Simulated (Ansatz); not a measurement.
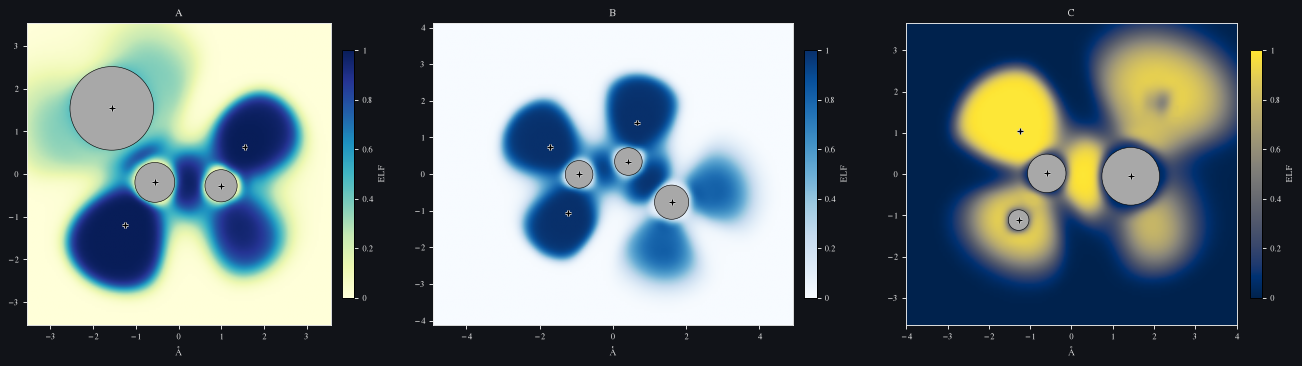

The ELF of 3 systems, each on a plane through atoms (crosses mark nuclei in the plane; grey discs cover the cores).

Method: isolated molecule in a Gaussian basis; Kohn-Sham density functional theory, functional PBE0 in Ansatz.

System 1: BClFH₃Si (SMILES FB[SiH2]Cl), the plane of atoms Si4, B1 and H5. Geometry: PBE0-D3(BJ)/def2-SVP.

```xyz
7

B    -1.6669    2.4363    1.2543
Cl   -1.2081   -0.3858    2.9755
F    -1.7495    3.1182    0.1266
Si   -0.6610    0.6642    1.2674
H    -2.1863    2.9224    2.2360
H     0.8157    0.8961    1.3114
H    -0.9680   -0.1792    0.0741
```

System 2: C₂H₄BF₂ (charge +1), the plane of atoms C1, C2 and B3. Geometry: B3LYP/6-31G*.

```xyz
9

C     0.4458   -0.0637    0.3005
C     1.1740   -1.2269    0.5267
B     2.4046   -1.6730   -0.4268
F     3.1022   -0.7321   -1.0033
F     2.6032   -2.9449   -0.5922
H    -0.4285    0.1867    0.9026
H     0.7268    0.6210   -0.5017
H     1.4918   -0.0951    1.1053
H     0.8331   -1.8786    1.3347
```

System 3: CH₄AuB, the plane of atoms Au2, B3 and H7. Geometry: PBE0-D3(BJ)/def2-SVP; core potentials replace the inner electrons of Au.

```yaml
atoms:
  - { symbol: C, position_ang: [-1.4273, -1.7843, -1.7719] }
  - { symbol: Au, position_ang: [0.8971, 0.1629, -2.5722] }
  - { symbol: B, position_ang: [0.0582, -1.3665, -1.5849] }
  - { symbol: H, position_ang: [-1.8661, -2.1617, -0.8331] }
  - { symbol: H, position_ang: [-2.0921, -1.0409, -2.2294] }
  - { symbol: H, position_ang: [-1.3864, -2.6575, -2.4554] }
  - { symbol: H, position_ang: [0.8181, -1.9816, -0.8675] }
```

### Match each panel to its system.

Panel A is system 3, CH₄AuB: the plane holds C, Au, B and H. C–B (1.55 Å): the ELF peaks at about 0.95 between the atoms (a covalent bond). Panel B is system 2, C₂H₄BF₂: the plane holds C, B and H. C–C (1.39 Å): the ELF peaks at about 0.95 between the atoms: localised, covalent bonding. Panel C is system 1, BClFH₃Si: the plane holds B, F, Si and H. B–F (1.32 Å): the ELF peaks at about 0.85 between the atoms (a polar covalent bond).
